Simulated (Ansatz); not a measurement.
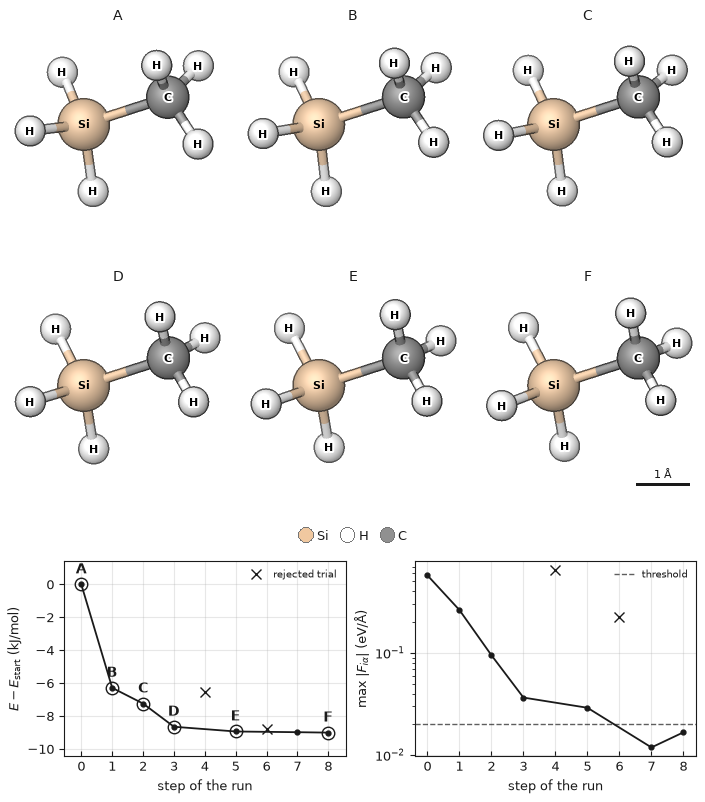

Frames of a relaxation of CH₆Si, marked on the history of the run. Style: ball-and-stick. Shown at a tilt.

The run prepares the start of a later molecular dynamics calculation, from a guessed geometry.

Theory: RKS B3LYP-D4/6-31G* (Ansatz).

Input
```yaml
crystal:
  periodic: [false, false, false]
  atoms:
    - { symbol: Si, position_ang: [0.0, 0.0, 0.0] }
    - { symbol: H, position_ang: [0.0, 0.0, 1.46] }
    - { symbol: C, position_ang: [1.7634, 0.0, -0.6227] }
    - { symbol: H, position_ang: [2.1111, -1.0463, -0.7509] }
    - { symbol: H, position_ang: [1.8119, 0.5276, -1.5981] }
    - { symbol: H, position_ang: [2.4154, 0.5187, 0.1108] }
    - { symbol: H, position_ang: [-0.6877, 1.1914, -0.4862] }
    - { symbol: H, position_ang: [-0.6877, -1.1914, -0.4862] }
basis:
  gaussian: { orbitals: "6-31G*" }
hamiltonian:
  xc: b3lyp
  dispersion: d4
relax:
  f_tol: 0.02
  max_steps: 40
```

Run as
```bash
ansatz run input.yaml --threads 1 --pin off --max-ram 2048MiB --backend cpu --events-out ev --progress --plain --runs-dir out
```

What happens along the run?

Answer. The energy falls by 9.00 kJ/mol in 6 accepted moves (8 points after the start). Largest force component: 0.57 eV/Å at the start, 0.017 eV/Å at the end. The line search rejected the trial steps at points 4, 6 of the run. The largest moves after the best rigid fit, 0.35 Å, are those of H4, H5 and H6. Largest moves by element: H 0.35 Å, C 0.02 Å. Si stays in place. Some distances before and after: Si1–H2 1.460 → 1.490 Å, Si1–C3 1.870 → 1.887 Å, C3–H4 1.110 → 1.096 Å. Groups turn about Si1–C3 by about 30°. From step 0 to 1: H atoms move most (0.07 Å), energy −6.28 kJ/mol. From step 1 to 2: H atoms move most (0.05 Å), energy −0.96 kJ/mol. From step 2 to 3: H atoms move most (0.14 Å), energy −1.41 kJ/mol. From step 3 to 5: H atoms move most (0.06 Å), energy −0.29 kJ/mol. From step 5 to 8: H atoms move most (0.05 Å), energy −0.07 kJ/mol.

| step | E − E(0), kJ/mol | largest force component, eV/Å | note |
| --- | --- | --- | --- |
| 0 | 0.00 | 0.5736 |  |
| 1 | -6.28 | 0.2625 |  |
| 2 | -7.24 | 0.0947 |  |
| 3 | -8.64 | 0.0365 |  |
| 4 | -6.51 | 0.6529 | rejected |
| 5 | -8.93 | 0.0290 |  |
| 6 | -8.76 | 0.2254 | rejected |
| 7 | -8.98 | 0.0119 |  |
| 8 | -9.00 | 0.0167 |  |
